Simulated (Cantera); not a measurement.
Feed: 1 mol Si2H6, 4.4 mol HCl, 580 mol H2, held at 0.0180 bar.

These are equilibrium values from Cantera (NASA tables, ideal gas, pure condensed phases), not measurements of a reactor. Candidate condensed phases: Si; 19 gas species. The feed counts by its element totals alone. Gases not in the tables: Si2H6 and higher silanes. Kinetics and transport are ignored.

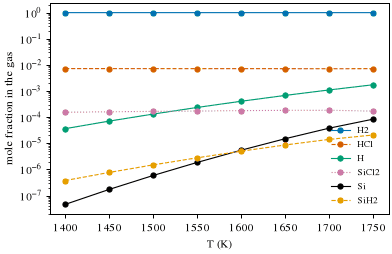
Figure. Equilibrium gas composition (values under 1e-9 drawn at 1e-9)

Question: Read off the mole fractions at 1400 K.

Answer: H2 about 0.99, HCl about 0.0072, SiCl2 about 0.00015, H about 3.6e-5, SiH2 about 3.7e-7, Si about 4.6e-8.
